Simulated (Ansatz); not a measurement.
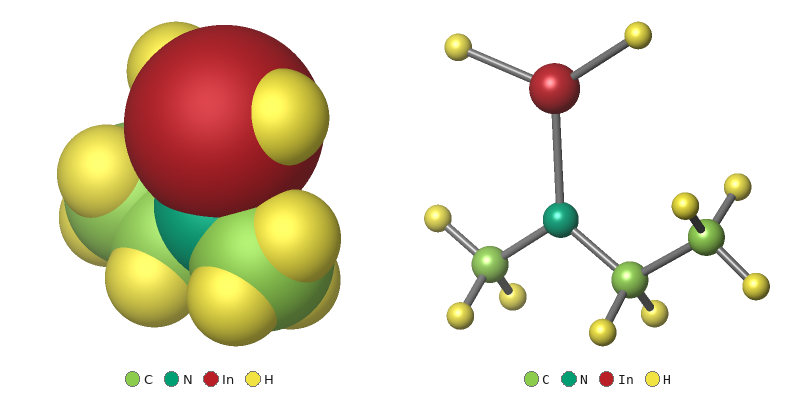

Two views of one molecule.

The computed structure is the end point of a PBE0-D4/def2-TZVP optimisation.

What does the picture show?

The molecule is C3H10InN. As SMILES it reads `CC[N](C)[InH2]`. The point group is Cs. Coordination: 3 C tetrahedral; 1 N trigonal planar; 1 In trigonal planar.

The parts below concern this one geometry. Atoms keep their numbers from picture to picture.

Shape

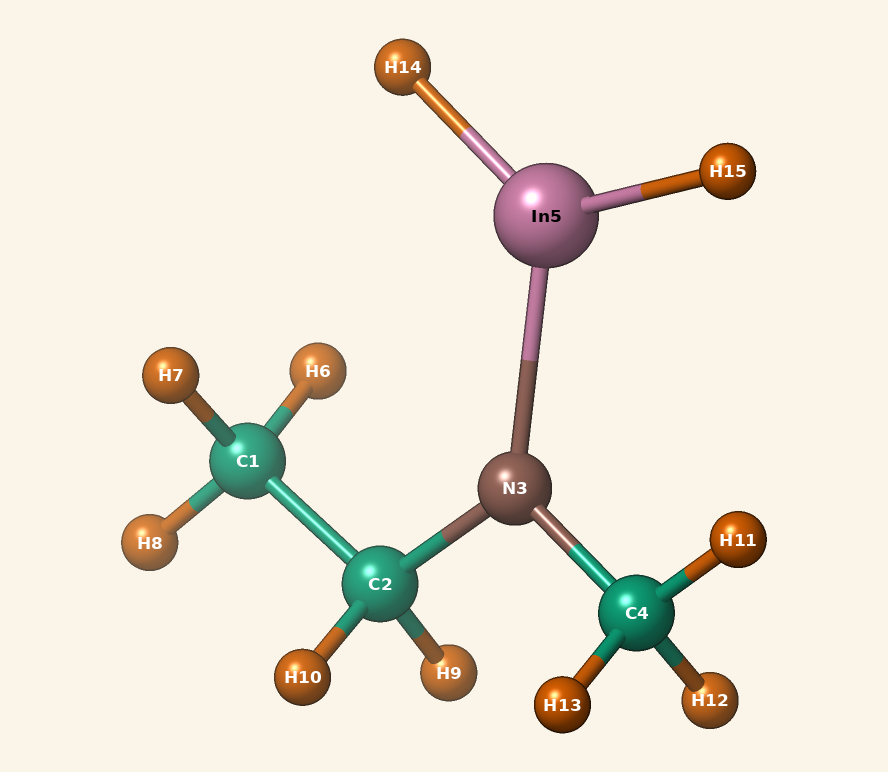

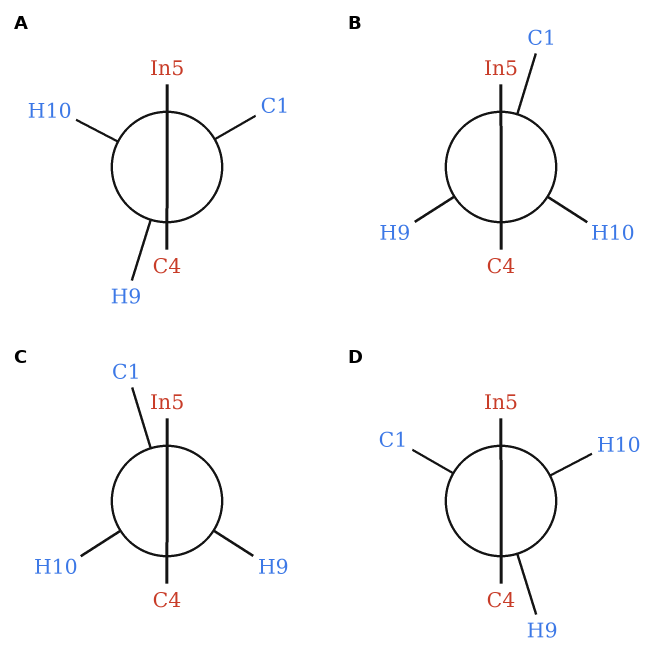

Depth is shown by fading: the farther an atom, the more it takes the colour of the background. Bonds that would overlap in a projection are set slightly apart.

**Which Newman projection shows the view along N3–C2, with N3 in front?**

C. The torsion angle In5–N3–C2–C1 is 0°, synperiplanar (eclipsed).

Thermal motion

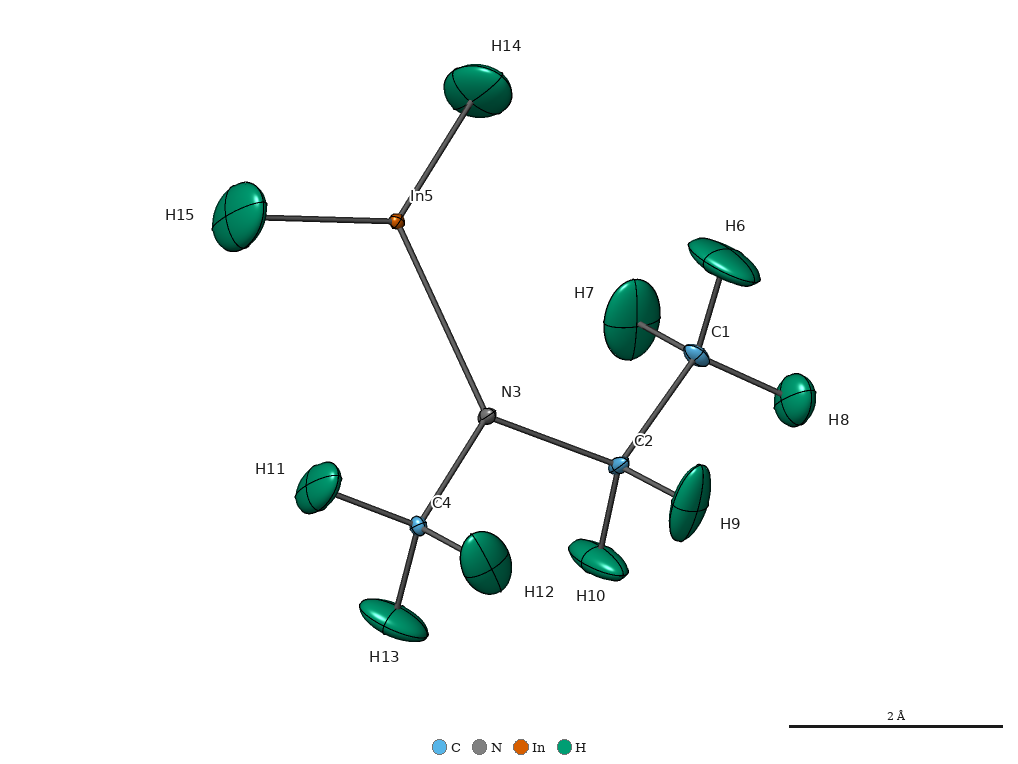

Displacement ellipsoids at the 50 % level, from the internal vibrations of the free molecule (harmonic, no overall translation or rotation; no half-axis is drawn under 0.075 Å). Vibrations computed with RKS PBE0-D4/def2-TZVP, core potentials on In (Ansatz 0.2.0). Temperature: 200 K.

Give the displacement parameters, one line for each set of equivalent atoms.

| atom | U_eq (Å²) | rms amplitudes (Å) |
| --- | --- | --- |
| C1 | 0.0053 | 0.038, 0.081, 0.089 |
| C2 | 0.0047 | 0.034, 0.050, 0.102 |
| N3 | 0.0036 | 0.038, 0.048, 0.085 |
| C4 | 0.0034 | 0.046, 0.061, 0.065 |
| In5 | 0.00017 | 0.009, 0.010, 0.018 |
| H6, H7 | 0.0395 | 0.088, 0.178, 0.281 |
| H8 | 0.0240 | 0.097, 0.157, 0.195 |
| H9, H10 | 0.0334 | 0.089, 0.123, 0.278 |
| H11 | 0.0295 | 0.085, 0.146, 0.245 |
| H12, H13 | 0.0284 | 0.091, 0.153, 0.231 |
| H14 | 0.0441 | 0.095, 0.196, 0.292 |
| H15 | 0.0449 | 0.096, 0.199, 0.293 |

Charges

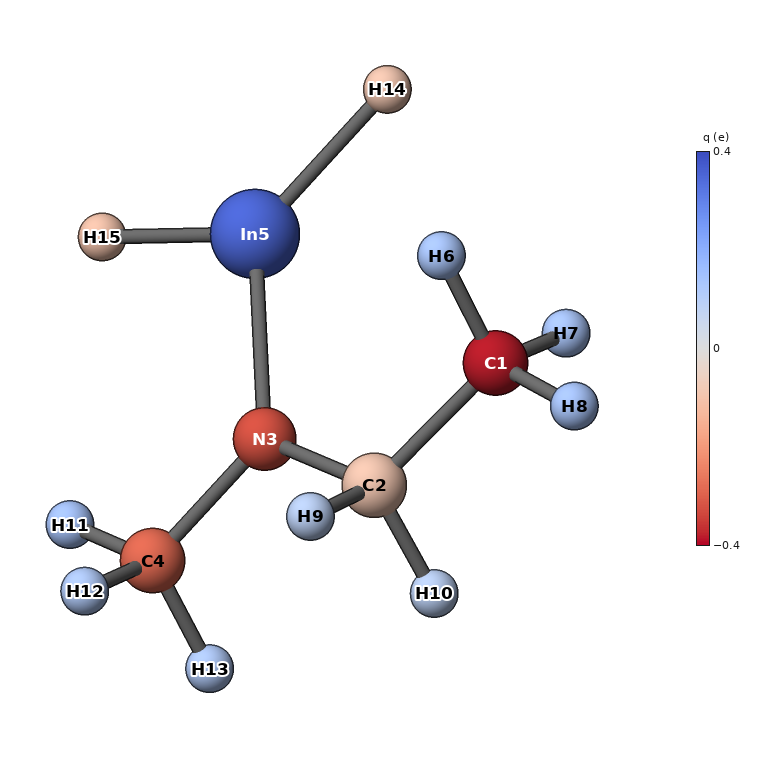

Atoms are coloured by their Mulliken charges. Level of theory: RKS PBE0-D4/def2-TZVP, core potentials on In (Ansatz 0.2.0).

**Which atom carries the highest charge (most positive or least negative)?**

In5 (0.35 e).

**And the lowest?**

C1 (−0.38 e).

Give the Mulliken charges atom by atom.

| atom | value (e) |
| --- | --- |
| C1 | −0.38 |
| C2 | −0.09 |
| N3 | −0.32 |
| C4 | −0.28 |
| In5 | 0.35 |
| H6 | 0.13 |
| H7 | 0.13 |
| H8 | 0.13 |
| H9 | 0.09 |
| H10 | 0.09 |
| H11 | 0.13 |
| H12 | 0.11 |
| H13 | 0.11 |
| H14 | −0.09 |
| H15 | −0.10 |

Electronic properties

Level of theory: RKS PBE0-D4/def2-SVP, core potentials on In (Ansatz 0.2.0).

What does the calculation give?

- HOMO energy (Kohn–Sham orbital): −5.89 eV
- LUMO energy (Kohn–Sham orbital): −1.07 eV
- HOMO–LUMO gap: 4.82 eV
- dispersion correction: −26.9 kJ/mol

Vibrations

Harmonic vibrations computed with RKS PBE0-D4/def2-TZVP, core potentials on In (Ansatz 0.2.0) at a stationary point of the same level.

**List the wavenumbers.**

39 modes: 96, 164, 181, 209, 267, 270, 307, 376, 457, 503, 518, 581, 809, 912, 1084, 1093, 1123, 1161, 1198, 1269, 1294, 1383, 1413, 1452, 1472, 1482, 1484, 1501, 1512, 1836, 1861, 2945, 2956, 2964, 2996, 3043, 3105, 3113, 3128 cm⁻¹.

Mulliken values depend strongly on the basis set and can even reverse the polarity of a bond.
